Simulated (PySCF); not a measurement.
## B$_{2}$H$_{5}$ (charge −1): geometry relaxation (part 2 of 4)

Continued. System: B$_{2}$H$_{5}$, charge −1. Method: MP2/6-31G*, RHF (PySCF 2.14.0). The geometry comes from this level: GFN2-xTB.

Geometry of the input (Å):
```
B  0.2100  -0.8136  0.4743
B  -0.1199  0.6135  -0.3494
H  1.2622  -1.1283  0.9690
H  -0.6063  -1.6782  0.6575
H  -0.5315  0.3716  -1.4951
H  -1.0422  1.2301  0.2075
H  0.8278  1.4050  -0.4638
```

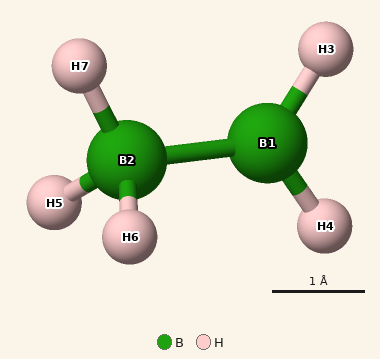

Figure 1. The structure as given in the input (ball-and-stick view, seen at a tilt; atoms are numbered from 1 in the order of the input).

## Log, continued
```
----------------------------------------------
cycle 6: E = -52.3795059046  dE = -1.40667e-06  norm(grad) = 0.000433652
Step    5 : Displace = 2.077e-03/3.081e-03 (rms/max) Trust = 3.000e-01 (+) Grad = 1.639e-04/2.612e-04 (rms/max) E (change) = -52.3795059046 (-1.407e-06) Quality = 1.518
Hessian Eigenvalues: 4.28125e-03 2.63913e-02 4.99999e-02 ... 2.42488e-01 2.67356e-01 3.10362e-01

Geometry optimization cycle 7
Cartesian coordinates (Angstrom)
 Atom        New coordinates             dX        dY        dZ
   B   0.219446  -0.794564   0.466476    0.001393 -0.000653 -0.000561
   B  -0.101236   0.640566  -0.366122    0.002621 -0.002122 -0.002414
   H   1.266864  -1.142859   0.997443   -0.002612  0.002846  0.009077
   H  -0.633903  -1.656204   0.629582   -0.000599  0.000765 -0.005746
   H  -0.547518   0.340107  -1.482176   -0.005256  0.003067 -0.000593
   H  -1.040861   1.183971   0.234962    0.004874 -0.005094  0.005211
   H   0.837219   1.428984  -0.480166   -0.000421  0.001191 -0.004974
converged SCF energy = -52.2065599151994
E(RMP2_Scanner) = -52.3795102514752  E_corr = -0.172950336275809
E(SCS-RMP2_Scanner) = -52.388024070758  E_corr = -0.181464155558569
--------------- RMP2_Scanner gradients ---------------
         x                y                z
0 B    -0.0000301439    -0.0003944719     0.0001937966
1 B     0.0003706886    -0.0000900200     0.0004535115
2 H    -0.0000606594     0.0000953215    -0.0002694974
3 H    -0.0000092088     0.0003394981    -0.0000653621
4 H     0.0000002081    -0.0000981066    -0.0000894111
5 H    -0.0001326431     0.0000075428    -0.0001383820
6 H    -0.0001382415     0.0001402361    -0.0000846557
----------------------------------------------
cycle 7: E = -52.3795102515  dE = -4.34688e-06  norm(grad) = 0.000922298
Step    6 : Displace = 6.456e-03/9.792e-03 (rms/max) Trust = 3.000e-01 (=) Grad = 3.486e-04/5.926e-04 (rms/max) E (change) = -52.3795102515 (-4.347e-06) Quality = 1.919
Hessian Eigenvalues: 6.96931e-05 2.64783e-02 5.00000e-02 ... 2.51337e-01 2.75252e-01 1.01731e+00

Geometry optimization cycle 8
Cartesian coordinates (Angstrom)
 Atom        New coordinates             dX        dY        dZ
   B   0.278662  -0.817983   0.447068    0.059216 -0.023419 -0.019408
   B   0.001380   0.531821  -0.485589    0.102617 -0.108745 -0.119467
   H   1.052777  -0.951284   1.369736   -0.214086  0.191575  0.372293
   H  -0.604574  -1.640274   0.363184    0.029329  0.015930 -0.266398
   H  -0.773175   0.494130  -1.444374   -0.225657  0.154024  0.037802
   H  -0.757379   0.940324   0.449541    0.283482 -0.243647  0.214578
   H   0.802318   1.443266  -0.699566   -0.034900  0.014282 -0.219400
converged SCF energy = -52.2035779848265
E(RMP2_Scanner) = -52.3791634759361  E_corr = -0.175585491109539
E(SCS-RMP2_Scanner) = -52.3873130577709  E_corr = -0.183735072944397
--------------- RMP2_Scanner gradients ---------------
         x                y                z
0 B     0.0129118842    -0.0149397116     0.0092367241
1 B    -0.0003325421    -0.0145150133     0.0085853624
2 H    -0.0016311468     0.0021809921    -0.0011498247
3 H    -0.0014934030     0.0097113055    -0.0067490986
4 H    -0.0016855272     0.0072770157    -0.0000415031
5 H    -0.0042175079     0.0073922550    -0.0055273664
6 H    -0.0035517572     0.0028931566    -0.0043542938
----------------------------------------------
cycle 8: E = -52.3791634759  dE = 0.000346776  norm(grad) = 0.033306
Step    7 : Displace = 3.037e-01/4.662e-01 (rms/max) Trust = 3.000e-01 (=) Grad = 1.259e-02/2.180e-02 (rms/max) E (change) = -52.3791634759 (+3.468e-04) Quality = -2.397
Rejecting step - quality is lower than -1.0
Hessian Eigenvalues: 6.96931e-05 2.64783e-02 5.00000e-02 ... 2.51337e-01 2.75252e-01 1.01731e+00

Geometry optimization cycle 9
Cartesian coordinates (Angstrom)
 Atom        New coordinates             dX        dY        dZ
   B   0.250155  -0.807979   0.454169   -0.028507  0.010004  0.007101
   B  -0.045080   0.588016  -0.426789   -0.046461  0.056196  0.058800
   H   1.179666  -1.057322   1.201373    0.126889 -0.106039 -0.168362
   H  -0.631182  -1.645988   0.493136   -0.026609 -0.005714  0.129952
   H  -0.669195   0.416949  -1.479846    0.103980 -0.077181 -0.035472
   H  -0.909003   1.062504   0.352039   -0.151623  0.122180 -0.097501
   H   0.824649   1.443820  -0.594083    0.022331  0.000554  0.105482
converged SCF energy = -52.2058971243388
E(RMP2_Scanner) = -52.3797486174268  E_corr = -0.173851493088019
E(SCS-RMP2_Scanner) = -52.3881176947051  E_corr = -0.182220570366277
--------------- RMP2_Scanner gradients ---------------
         x                y                z
0 B     0.0040521428    -0.0064340271     0.0045513753
1 B     0.0023605216    -0.0058534554     0.0059515895
2 H     0.0000601445     0.0009538014    -0.0020518523
3 H    -0.0015692028     0.0048767742    -0.0025613793
4 H    -0.0008371866     0.0018484542    -0.0010181745
5 H    -0.0021522644     0.0023252269    -0.0028952261
6 H    -0.0019141553     0.0022832258    -0.0019763325
----------------------------------------------
cycle 9: E = -52.3797486174  dE = -0.000585141  norm(grad) = 0.0151022
Step    8 : Displace = 1.540e-01/2.358e-01 (rms/max) Trust = 1.500e-01 (x) Grad = 5.708e-03/8.862e-03 (rms/max) E (change) = -52.3797486174 (-2.384e-04) Quality = 2.596
Eigenvalues below 1.0000e-05 (-7.8950e-01) - returning guess
Hessian Eigenvalues: 2.30000e-02 2.67462e-02 5.00000e-02 ... 2.25355e-01 2.29352e-01 2.30188e-01

Geometry optimization cycle 10
Cartesian coordinates (Angstrom)
 Atom        New coordinates             dX        dY        dZ
   B   0.226809  -0.801889   0.441152   -0.023346  0.006090 -0.013018
   B  -0.052158   0.592783  -0.442211   -0.007077  0.004766 -0.015422
   H   1.161402  -1.008475   1.200269   -0.018265  0.048847 -0.001104
   H  -0.618633  -1.682019   0.504799    0.012549 -0.036031  0.011662
   H  -0.676487   0.427541  -1.493154   -0.007292  0.010592 -0.013309
   H  -0.889026   1.052448   0.372047    0.019977 -0.010056  0.020008
   H   0.848103   1.419611  -0.582902    0.023453 -0.024209  0.011181
converged SCF energy = -52.2066988493018
E(RMP2_Scanner) = -52.3807717949589  E_corr = -0.174072945657024
E(SCS-RMP2_Scanner) = -52.3891001340693  E_corr = -0.182401284767459
--------------- RMP2_Scanner gradients ---------------
         x                y                z
0 B     0.0010716233    -0.0035586474     0.0023330249
1 B     0.0012021067    -0.0012614429     0.0050740894
2 H     0.0009752041     0.0008433494    -0.0021678417
3 H    -0.0015965285     0.0016363652    -0.0010991551
4 H     0.0000000073    -0.0003743541    -0.0008645985
5 H    -0.0009906223     0.0012713687    -0.0023539502
6 H    -0.0006617906     0.0014433611    -0.0009215689
----------------------------------------------
cycle 10: E = -52.380771795  dE = -0.00102318  norm(grad) = 0.00855755
Step    9 : Displace = 3.346e-02/5.014e-02 (rms/max) Trust = 2.121e-01 (+) Grad = 3.234e-03/5.365e-03 (rms/max) E (change) = -52.3807717950 (-1.023e-03) Quality = 1.519
Hessian Eigenvalues: 1.60499e-02 2.67331e-02 5.00000e-02 ... 2.25316e-01 2.29041e-01 2.42365e-01

Geometry optimization cycle 11
Cartesian coordinates (Angstrom)
 Atom        New coordinates             dX        dY        dZ
   B   0.207287  -0.783800   0.417560   -0.019522  0.018090 -0.023591
   B  -0.065061   0.595888  -0.482616   -0.012903  0.003106 -0.040405
   H   1.105713  -0.943377   1.238342   -0.055689  0.065098  0.038072
   H  -0.577923  -1.721096   0.508090    0.040710 -0.039078  0.003292
   H  -0.710466   0.467627  -1.519402   -0.033979  0.040086 -0.026248
   H  -0.837293   1.009968   0.417241    0.051733 -0.042480  0.045193
   H   0.877753   1.374789  -0.579216    0.029650 -0.044822  0.003687
converged SCF energy = -52.2069635534449
E(RMP2_Scanner) = -52.3817689887996  E_corr = -0.17480543535465
E(SCS-RMP2_Scanner) = -52.389981928473  E_corr = -0.183018375028117
--------------- RMP2_Scanner gradients ---------------
         x                y                z
0 B     0.0001477525     0.0021162059    -0.0013233938
1 B    -0.0045868069     0.0048517971     0.0020724369
2 H     0.0009549986    -0.0026607999    -0.0004087714
3 H     0.0008347564    -0.0011033949     0.0014951140
4 H     0.0010099606    -0.0021823342    -0.0009973219
5 H     0.0004448345     0.0006388494    -0.0020951382
6 H     0.0011945043    -0.0016603233     0.0012570745
----------------------------------------------
cycle 11: E = -52.3817689888  dE = -0.000997194  norm(grad) = 0.00921794
Step   10 : Displace = 6.309e-02/8.928e-02 (rms/max) Trust = 3.000e-01 (+) Grad = 3.484e-03/6.991e-03 (rms/max) E (change) = -52.3817689888 (-9.972e-04) Quality = 1.224
Hessian Eigenvalues: 8.22999e-03 2.65887e-02 5.00000e-02 ... 2.27336e-01 2.40025e-01 2.52020e-01

Geometry optimization cycle 12
Cartesian coordinates (Angstrom)
 Atom        New coordinates             dX        dY        dZ
   B   0.183716  -0.783608   0.386085   -0.023571  0.000192 -0.031475
   B  -0.060622   0.583917  -0.523033    0.004438 -0.011971 -0.040417
   H   1.031343  -0.828444   1.276336   -0.074370  0.114933  0.037994
   H  -0.555021  -1.758369   0.509407    0.022902 -0.037273  0.001317
   H  -0.747422   0.526444  -1.531819   -0.036956  0.058817 -0.012417
   H  -0.757442   0.926471   0.470703    0.079851 -0.083498  0.053462
   H   0.905459   1.333589  -0.587679    0.027706 -0.041200 -0.008463
converged SCF energy = -52.2066557318632
E(RMP2_Scanner) = -52.3828238719727  E_corr = -0.176168140109435
E(SCS-RMP2_Scanner) = -52.3908288027231  E_corr = -0.184173070859901
--------------- RMP2_Scanner gradients ---------------
         x                y                z
0 B     0.0002848497    -0.0003106903    -0.0067984249
1 B    -0.0083956976     0.0086436520     0.0036635101
2 H     0.0008835625    -0.0013222304     0.0013670995
3 H     0.0014113400    -0.0029012477     0.0033115021
4 H     0.0021250536    -0.0030960705    -0.0004596822
5 H     0.0012793018     0.0023341081    -0.0028951515
6 H     0.0024115900    -0.0033475213     0.0018111469
----------------------------------------------
cycle 12: E = -52.382823872  dE = -0.00105488  norm(grad) = 0.0167592
Step   11 : Displace = 8.372e-02/1.385e-01 (rms/max) Trust = 3.000e-01 (=) Grad = 6.334e-03/1.259e-02 (rms/max) E (change) = -52.3828238720 (-1.055e-03) Quality = 1.735
Hessian Eigenvalues: 1.74238e-03 2.68340e-02 5.00000e-02 ... 2.27692e-01 2.31730e-01 4.16926e-01

Geometry optimization cycle 13
Cartesian coordinates (Angstrom)
 Atom        New coordinates             dX        dY        dZ
   B   0.124704  -0.763494   0.304651   -0.059013  0.020114 -0.081434
   B  -0.038960   0.540045  -0.640337    0.021662 -0.043872 -0.117304
   H   0.738277  -0.455940   1.331269   -0.293065  0.372505  0.054933
   H  -0.500082  -1.802290   0.544815    0.054939 -0.043921  0.035408
   H  -0.847364   0.753291  -1.506895   -0.099942  0.226848  0.024924
   H  -0.444601   0.504151   0.576942    0.312842 -0.422320  0.106239
   H   0.968036   1.224236  -0.610445    0.062577 -0.109353 -0.022766
converged SCF energy = -52.1884746678879
E(RMP2_Scanner) = -52.373845079577  E_corr = -0.1853704116891
E(SCS-RMP2_Scanner) = -52.3804929498259  E_corr = -0.192018281938038
--------------- RMP2_Scanner gradients ---------------
         x                y                z
0 B    -0.0003257334    -0.0033425598    -0.0270438301
1 B    -0.0213273692     0.0103058650     0.0131223007
2 H    -0.0191770062     0.0167782875     0.0047294542
3 H     0.0071186387    -0.0086173272     0.0069107386
4 H     0.0048398469    -0.0002005483     0.0021801477
5 H     0.0220778702    -0.0043441858     0.0008488487
6 H     0.0067937529    -0.0105795315    -0.0007476599
----------------------------------------------
cycle 13: E = -52.3738450796  dE = 0.00897879  norm(grad) = 0.054901
Step   12 : Displace = 2.990e-01/5.387e-01 (rms/max) Trust = 3.000e-01 (=) Grad = 2.075e-02/2.725e-02 (rms/max) E (change) = -52.3738450796 (+8.979e-03) Quality = -2.861
Rejecting step - quality is lower than -1.0
Hessian Eigenvalues: 1.74238e-03 2.68340e-02 5.00000e-02 ... 2.27692e-01 2.31730e-01 4.16926e-01

Geometry optimization cycle 14
Cartesian coordinates (Angstrom)
 Atom        New coordinates             dX        dY        dZ
   B   0.150688  -0.776268   0.343986    0.025984 -0.012774  0.039335
   B  -0.040453   0.555566  -0.588488   -0.001493  0.015521  0.051849
   H   0.894974  -0.638393   1.315514    0.156697 -0.182453 -0.015755
   H  -0.540749  -1.780145   0.521710   -0.040667  0.022145 -0.023105
   H  -0.798556   0.636830  -1.531372    0.048808 -0.116461 -0.024477
   H  -0.601960   0.713457   0.544336   -0.157359  0.209306 -0.032607
   H   0.936065   1.288952  -0.605685   -0.031970  0.064716  0.004759
converged SCF energy = -52.2045191915158
E(RMP2_Scanner) = -52.3845270263524  E_corr = -0.180007834836652
E(SCS-RMP2_Scanner) = -52.391932591067  E_corr = -0.18741339955125
--------------- RMP2_Scanner gradients ---------------
         x                y                z
0 B     0.0026489149    -0.0078977781    -0.0168516316
1 B    -0.0153184196     0.0097136855     0.0093641309
2 H    -0.0040448433     0.0048998706     0.0045371998
3 H     0.0032495842    -0.0053499789     0.0048863120
4 H     0.0038023465    -0.0022031468     0.0002641609
5 H     0.0052659670     0.0066073022    -0.0028941212
6 H     0.0043964503    -0.0057699545     0.0006939492
----------------------------------------------
cycle 14: E = -52.3845270264  dE = -0.0106819  norm(grad) = 0.032347
Step   13 : Displace = 1.504e-01/2.754e-01 (rms/max) Trust = 1.495e-01 (x) Grad = 1.223e-02/2.041e-02 (rms/max) E (change) = -52.3845270264 (-1.703e-03) Quality = 0.851
Hessian Eigenvalues: 7.88869e-03 2.55446e-02 5.00000e-02 ... 2.29066e-01 2.31799e-01 4.67233e-01

Geometry optimization cycle 15
Cartesian coordinates (Angstrom)
 Atom        New coordinates             dX        dY        dZ
   B   0.124077  -0.761860   0.338241   -0.026610  0.014408 -0.005745
   B   0.003247   0.517066  -0.634681    0.043700 -0.038500 -0.046193
   H   0.846116  -0.533777   1.305608   -0.048859  0.104616 -0.009906
   H  -0.607341  -1.729273   0.545733   -0.066592  0.050872  0.024023
   H  -0.809070   0.720572  -1.501429   -0.010514  0.083742  0.029943
   H  -0.480807   0.469091   0.565870    0.121153 -0.244367  0.021535
   H   0.923788   1.318181  -0.619342   -0.012277  0.029230 -0.013657
converged SCF energy = -52.2025582544197
E(RMP2_Scanner) = -52.3867482236807  E_corr = -0.184189969260942
E(SCS-RMP2_Scanner) = -52.3934668040495  E_corr = -0.190908549629797
--------------- RMP2_Scanner gradients ---------------
         x                y                z
0 B    -0.0021086251    -0.0045975539    -0.0199274273
1 B    -0.0167488760     0.0035776702     0.0161352479
2 H    -0.0097698510     0.0137144966     0.0030233840
3 H     0.0021506014    -0.0064846628     0.0045959941
4 H     0.0069140779     0.0008510489     0.0019277217
5 H     0.0155201694    -0.0030336968    -0.0026785114
6 H     0.0040425033    -0.0040273021    -0.0030764089
----------------------------------------------
cycle 15: E = -52.3867482237  dE = -0.0022212  norm(grad) = 0.0410896
Step   14 : Displace = 1.255e-01/2.723e-01 (rms/max) Trust = 2.115e-01 (+) Grad = 1.553e-02/2.353e-02 (rms/max) E (change) = -52.3867482237 (-2.221e-03) Quality = 0.833
Hessian Eigenvalues: 1.70922e-02 2.70217e-02 4.79779e-02 ... 2.29832e-01 2.33998e-01 3.86429e-01

Geometry optimization cycle 16
Cartesian coordinates (Angstrom)
 Atom        New coordinates             dX        dY        dZ
   B   0.154910  -0.757074   0.428155    0.030832  0.004786  0.089915
   B   0.117584   0.468511  -0.605407    0.114337 -0.048555  0.029273
   H   1.006582  -0.741604   1.291183    0.160466 -0.207827 -0.014424
   H  -0.769563  -1.544071   0.487812   -0.162223  0.185203 -0.057921
   H  -0.732366   0.657779  -1.445924    0.076704 -0.062793  0.055505
   H  -0.555190   0.417751   0.542910   -0.074382 -0.051340 -0.022960
   H   0.778053   1.498707  -0.698730   -0.145735  0.180526 -0.079388
converged SCF energy = -52.2066459043357
E(RMP2_Scanner) = -52.3902815252386  E_corr = -0.18363562090289
E(SCS-RMP2_Scanner) = -52.3970506937959  E_corr = -0.190404789460211
```
